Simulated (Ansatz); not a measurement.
## Geometry relaxation, with input and output: GaN2H5Cl (part 2 of 2)

GaN2H5Cl, multiplicity 2; UKS PBE/def2-SVP (Ansatz 0.2.0). It belongs to a series of runs on one base structure; here: end point A relaxed.

Geometry of the input (Å):
```
Ga 0.0611  0.1732  0.2735
H  -0.0010  1.4886  1.1407
N  1.5083  0.0699  -0.9431
H  1.7847  -0.8843  -1.2270
H  2.3602  0.5340  -0.6035
N  -1.5471  -0.2126  -0.6499
H  -2.4367  -0.3257  -0.1521
H  -1.6973  -0.0025  -1.6418
Cl -0.0321  -0.8407  2.2632
```

## Trajectory as extended XYZ, continued
```
9
Properties=species:S:1:pos:R:3:forces:R:3 step=7 energy=-67933.05700 accepted=F
Ga    0.0100    0.1181    0.3921   -0.1594   0.0613   0.3328
H    -0.0110    1.6230    0.8991   -0.0406   0.2309   0.1015
N     1.4572   -0.0308   -0.8372    0.1163  -0.5543   0.2650
H     2.0137   -0.8587   -0.5603    0.1640   0.2367  -0.3514
H     2.0863    0.7418   -1.0939   -0.1265  -0.0506   0.0904
N    -1.6414   -0.2001   -0.5258    0.1622   0.0040  -0.4091
H    -2.5590    0.1684   -0.2483    0.0534   0.0194   0.0436
H    -1.5279   -0.1467   -1.5495   -0.2764  -0.0168   0.0145
Cl    0.1723   -1.4151    1.9837    0.1069   0.0695  -0.0873
9
Properties=species:S:1:pos:R:3:forces:R:3 step=8 energy=-67933.13292
Ga    0.0038    0.1530    0.4137    0.0004  -0.0527  -0.0075
H    -0.0220    1.6739    0.9065   -0.0163   0.0019   0.0030
N     1.4727   -0.0659   -0.8022   -0.1197  -0.0534   0.1145
H     2.0478   -0.9078   -0.6795    0.0642  -0.0463  -0.0414
H     2.0896    0.7304   -0.9904    0.0437   0.0934  -0.0470
N    -1.6226   -0.1843   -0.5750    0.1128  -0.0200  -0.0711
H    -2.5385    0.1049   -0.2155   -0.0610   0.0515   0.0390
H    -1.6207   -0.1299   -1.6028   -0.0109  -0.0103   0.0387
Cl    0.1900   -1.3744    2.0053   -0.0132   0.0359  -0.0283
9
Properties=species:S:1:pos:R:3:forces:R:3 step=9 energy=-67933.13808
Ga    0.0086    0.1333    0.4301    0.0532  -0.0499  -0.0199
H    -0.0529    1.6623    0.8988    0.0117  -0.0096   0.0278
N     1.4739   -0.0715   -0.7927   -0.0885  -0.0359   0.1343
H     2.0770   -0.8976   -0.6945    0.0199  -0.0113  -0.0278
H     2.0563    0.7414   -1.0208    0.0125   0.0509  -0.0393
N    -1.6165   -0.1872   -0.5658    0.0476  -0.0360  -0.0548
H    -2.5173    0.1659   -0.2235   -0.0501   0.0438   0.0241
H    -1.6023   -0.1521   -1.5936   -0.0096  -0.0111  -0.0029
Cl    0.1733   -1.3944    2.0220    0.0032   0.0593  -0.0415
9
Properties=species:S:1:pos:R:3:forces:R:3 step=10 energy=-67933.13559 accepted=F
Ga    0.0078    0.0943    0.4578    0.0263   0.0092   0.0204
H    -0.0818    1.6237    0.9268    0.0214  -0.0093   0.0254
N     1.4696   -0.0849   -0.7614    0.4312   0.3701  -0.1495
H     2.1347   -0.8721   -0.6933   -0.1565   0.1842  -0.0273
H     1.9675    0.7635   -1.1085   -0.3162  -0.5534   0.2056
N    -1.6154   -0.1913   -0.5592   -0.4527   0.2222   0.0913
H    -2.4851    0.3025   -0.2647    0.4725  -0.2545  -0.1965
H    -1.5678   -0.2127   -1.5886   -0.0333   0.0036   0.0643
Cl    0.1706   -1.4230    2.0511    0.0075   0.0278  -0.0336
9
Properties=species:S:1:pos:R:3:forces:R:3 step=11 energy=-67933.14418
Ga    0.0062    0.1255    0.4557    0.0361  -0.0202  -0.0095
H    -0.0603    1.6488    0.9374    0.0063  -0.0024   0.0203
N     1.4637   -0.0718   -0.7717   -0.0143  -0.0010   0.0638
H     2.0821   -0.8902   -0.7103   -0.0014   0.0110  -0.0157
H     2.0063    0.7458   -1.0740   -0.0196  -0.0062  -0.0075
N    -1.6085   -0.1870   -0.5645    0.0062  -0.0295  -0.0221
H    -2.5000    0.2248   -0.2606    0.0046   0.0310  -0.0167
H    -1.5640   -0.1922   -1.5926   -0.0212  -0.0114   0.0161
Cl    0.1746   -1.4036    2.0406    0.0034   0.0287  -0.0287
9
Properties=species:S:1:pos:R:3:forces:R:3 step=12 energy=-67933.14842
Ga    0.0036    0.1204    0.4702    0.0066   0.0181   0.0242
H    -0.0664    1.6392    0.9647   -0.0025  -0.0111   0.0049
N     1.4617   -0.0689   -0.7516    0.1021   0.0684  -0.0396
H     2.0885   -0.8835   -0.7253   -0.0401   0.0354  -0.0007
H     1.9734    0.7519   -1.1037   -0.0797  -0.1000   0.0354
N    -1.6085   -0.1928   -0.5598   -0.1149   0.0641  -0.0131
H    -2.4812    0.2895   -0.2919    0.1446  -0.0548  -0.0705
H    -1.5484   -0.2424   -1.5872   -0.0234  -0.0105   0.0592
Cl    0.1773   -1.4134    2.0446    0.0072  -0.0097   0.0003
9
Properties=species:S:1:pos:R:3:forces:R:3 step=13 energy=-67933.15168
Ga    0.0016    0.1105    0.5031    0.0072   0.0702   0.0471
H    -0.0805    1.6269    1.0018   -0.0026  -0.0280   0.0120
N     1.4458   -0.0645   -0.7349    0.2168   0.1787  -0.1251
H     2.0829   -0.8715   -0.7413   -0.0550   0.0404  -0.0083
H     1.9146    0.7577   -1.1495   -0.1549  -0.2349   0.1164
N    -1.5985   -0.1878   -0.5539   -0.3228   0.1681  -0.0942
H    -2.4454    0.3785   -0.3500    0.3436  -0.2086  -0.1257
H    -1.5112   -0.3128   -1.5766   -0.0339   0.0158   0.1997
Cl    0.1907   -1.4370    2.0613    0.0016  -0.0018  -0.0219
9
Properties=species:S:1:pos:R:3:forces:R:3 step=14 energy=-67933.15855
Ga   -0.0001    0.1280    0.5294    0.0084   0.0813   0.1084
H    -0.0856    1.6345    1.0519   -0.0014  -0.0636  -0.0089
N     1.4317   -0.0503   -0.7250    0.2169   0.1287  -0.0962
H     2.0533   -0.8689   -0.7721   -0.0901   0.0592  -0.0152
H     1.8844    0.7655   -1.1659   -0.1238  -0.1919   0.0824
N    -1.5937   -0.1887   -0.5360   -0.3947   0.2832  -0.2955
H    -2.4020    0.4616   -0.4236    0.4339  -0.3527  -0.1155
H    -1.4837   -0.4198   -1.5421   -0.0671   0.0645   0.3420
Cl    0.1957   -1.4619    2.0434    0.0180  -0.0086  -0.0016
9
Properties=species:S:1:pos:R:3:forces:R:3 step=15 energy=-67933.16838
Ga   -0.0088    0.1439    0.5870    0.0029   0.1368   0.1633
H    -0.0956    1.6376    1.1303   -0.0146  -0.0846  -0.0004
N     1.4062   -0.0269   -0.6918    0.3636  -0.1057  -0.2029
H     1.9753   -0.8791   -0.8367   -0.2300   0.2527   0.0349
H     1.8269    0.7711   -1.1917   -0.1212  -0.1592   0.0876
N    -1.5738   -0.1679   -0.5334   -0.4671   0.2558  -0.6425
H    -2.3369    0.5545   -0.5536    0.6278  -0.5627  -0.0566
H    -1.4342   -0.5449   -1.5010   -0.1344   0.2552   0.6661
Cl    0.2410   -1.4883    2.0510   -0.0271   0.0117  -0.0494
9
Properties=species:S:1:pos:R:3:forces:R:3 step=16 energy=-67933.19572
Ga    0.0006    0.1755    0.6397   -0.0211   0.0978   0.2769
H    -0.1082    1.6491    1.2175    0.0089  -0.1021  -0.0236
N     1.3891    0.0037   -0.6744    0.4064  -0.1988  -0.2840
H     1.8842   -0.8763   -0.9171   -0.2877   0.3619   0.1041
H     1.7638    0.7865   -1.2332   -0.1267  -0.1652   0.1071
N    -1.5389   -0.1692   -0.5104   -0.4902   0.4310  -0.8394
H    -2.2147    0.6230   -0.6858    0.6279  -0.7368   0.0968
H    -1.3849   -0.6745   -1.4151   -0.1443   0.2907   0.6062
Cl    0.2090   -1.5178    2.0388    0.0268   0.0215  -0.0442
9
Properties=species:S:1:pos:R:3:forces:R:3 step=17 energy=-67933.23913
Ga   -0.0029    0.1819    0.6990   -0.0799   0.1489   0.2674
H    -0.1049    1.6452    1.2834   -0.0169  -0.0719   0.0269
N     1.3766    0.0278   -0.6317    0.4111  -0.3185  -0.5290
H     1.7674   -0.8715   -0.9830   -0.2663   0.4369   0.2098
H     1.6784    0.7972   -1.2517   -0.1194  -0.1448   0.1488
N    -1.4968   -0.1348   -0.5296   -0.2465   0.0946  -0.7698
H    -2.0968    0.6719   -0.8326    0.4914  -0.5846   0.1587
H    -1.3626   -0.7768   -1.3466   -0.1400   0.4106   0.5676
Cl    0.2416   -1.5410    2.0528   -0.0335   0.0287  -0.0804
9
Properties=species:S:1:pos:R:3:forces:R:3 step=18 energy=-67933.29875
Ga    0.0005    0.2222    0.7728   -0.0087  -0.1759  -0.1717
H    -0.0998    1.6536    1.3866   -0.0374   0.0817   0.0833
N     1.3229    0.0492   -0.6421    0.1957  -0.0566  -0.1235
H     1.6585   -0.8644   -0.9920   -0.1600   0.2181   0.0612
H     1.5561    0.7948   -1.3142   -0.0671  -0.1074   0.0657
N    -1.4130   -0.1199   -0.5525   -0.1232   0.1160  -0.2381
H    -1.9349    0.6862   -0.9491    0.2333  -0.3055   0.0190
H    -1.3173   -0.8555   -1.2776   -0.0303   0.2303   0.2962
Cl    0.2269   -1.5663    2.0280   -0.0023  -0.0007   0.0078
9
Properties=species:S:1:pos:R:3:forces:R:3 step=19 energy=-67933.34066
Ga    0.0046    0.2300    0.7917   -0.0106  -0.0051   0.0622
H    -0.0999    1.6417    1.4521   -0.0052   0.0577   0.0604
N     1.3209    0.0775   -0.6333    0.0830  -0.0569  -0.0794
H     1.5604   -0.8438   -1.0289   -0.0467   0.0788   0.0165
H     1.4868    0.8101   -1.3359   -0.0368  -0.0178   0.0082
N    -1.3802   -0.0934   -0.5505   -0.0532   0.0030  -0.1929
H    -1.7902    0.6900   -1.0871    0.1278  -0.1684   0.0411
H    -1.3173   -0.9261   -1.1578   -0.0557   0.1189   0.1042
Cl    0.2149   -1.5859    2.0097   -0.0026  -0.0102  -0.0202
9
Properties=species:S:1:pos:R:3:forces:R:3 step=20 energy=-67933.36209
Ga    0.0046    0.2522    0.8230    0.0039  -0.0796   0.0059
H    -0.0837    1.6454    1.5280   -0.0059   0.0108   0.0091
N     1.2933    0.0979   -0.6365    0.1001  -0.0017  -0.0390
H     1.4900   -0.8234   -1.0529   -0.0376   0.0350   0.0338
H     1.4132    0.8258   -1.3529   -0.0299   0.0049  -0.0065
N    -1.3399   -0.0800   -0.5611   -0.0790   0.0069  -0.1190
H    -1.6333    0.6677   -1.2092    0.0622  -0.0988   0.0455
H    -1.3466   -0.9815   -1.0630   -0.0014   0.1006   0.0858
Cl    0.2024   -1.6040    1.9845   -0.0125   0.0218  -0.0157
9
Properties=species:S:1:pos:R:3:forces:R:3 step=21 energy=-67933.36853
Ga    0.0088    0.2523    0.8276   -0.0023   0.0356  -0.0336
H    -0.0797    1.6318    1.5572    0.0104   0.0206   0.0179
N     1.3047    0.1210   -0.6368   -0.0166  -0.0299   0.0415
H     1.4778   -0.8049   -1.0519    0.0033   0.0071  -0.0067
H     1.3732    0.8378   -1.3710   -0.0100   0.0115  -0.0147
N    -1.3391   -0.0602   -0.5613    0.0305  -0.0475   0.0289
H    -1.5385    0.6406   -1.2873    0.0042   0.0153  -0.0060
H    -1.3969   -0.9993   -0.9786   -0.0095  -0.0040  -0.0092
Cl    0.1897   -1.6191    1.9621   -0.0100  -0.0085  -0.0181
9
Properties=species:S:1:pos:R:3:forces:R:3 step=22 energy=-67933.36925
Ga    0.0090    0.2612    0.8293   -0.0036  -0.0151   0.0058
H    -0.0697    1.6368    1.5703   -0.0006  -0.0013  -0.0075
N     1.3019    0.1240   -0.6355    0.0021   0.0075  -0.0044
H     1.4764   -0.8032   -1.0469   -0.0005  -0.0027   0.0036
H     1.3540    0.8346   -1.3778    0.0004   0.0008   0.0009
N    -1.3328   -0.0629   -0.5619    0.0066   0.0059   0.0051
H    -1.5258    0.6348   -1.2930   -0.0032   0.0039  -0.0040
H    -1.3922   -1.0040   -0.9748    0.0013  -0.0040   0.0076
Cl    0.1792   -1.6213    1.9504   -0.0025   0.0050  -0.0071
```

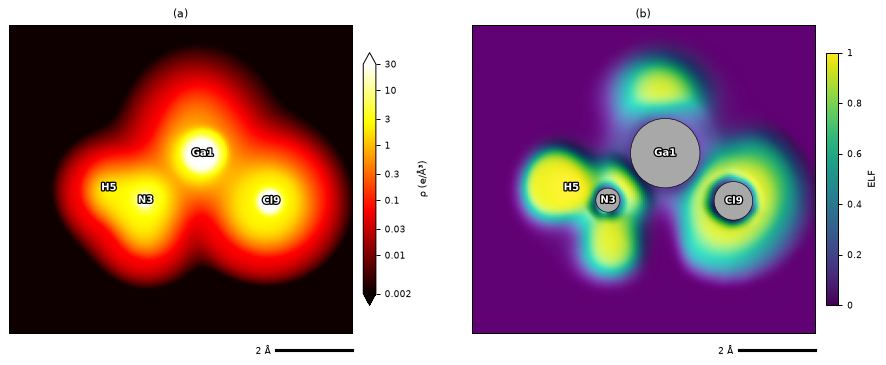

Fig. 1: (a) electron density; (b) electron localisation function on the plane of atoms N3, Ga1 and Cl9. Grey discs, where drawn, cover atomic cores. The section cuts through Ga, N, H and Cl sites. Ga–Cl (2.20 Å): ρ is about 0.62 e/Å³ halfway; the ELF peaks at about 0.85 in the valence shell of Cl, 0.8 Å from its nucleus, and is about 0.55 at the midpoint. N–H (1.03 Å): ρ at the midpoint is about 2.7 e/Å³, with its minimum of 2.1 e/Å³ about 0.8 Å from N; the ELF climbs to about 1 towards the hydrogen, as it does in any bond to H; a covalent bond by its length.

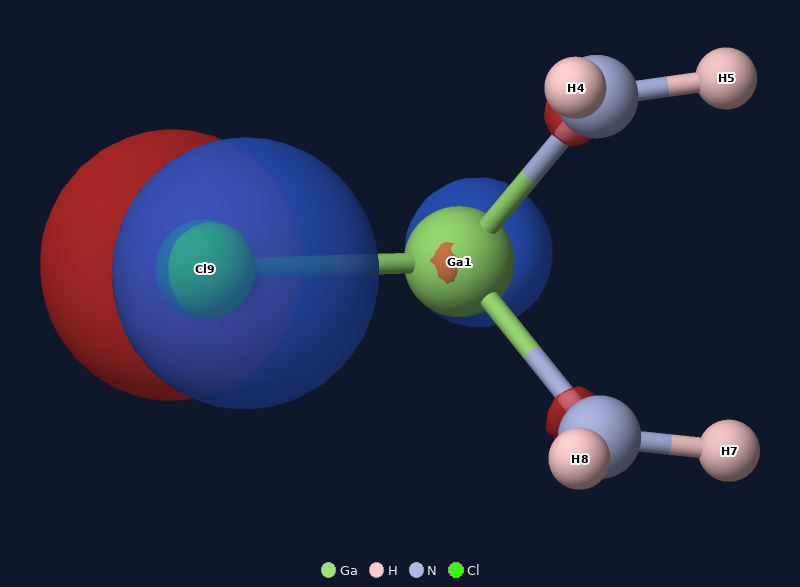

Fig. 2: The HOMO−1 (α) at ±0.15 Å⁻³ᐟ² (blue and red are the two phases), seen at a tilt. Its energy is −6.39 eV.

## Key numbers

- outcome: converged
- total energy: −67933.3693 eV
- mean-field energy: −67933.3693 eV
- ⟨S²⟩: 0.754
- largest force (length of the vector) at the end: 0.017 eV/Å
- wall time: 50 s (CPU time 3.1 min)
- peak memory: 0.26 GiB
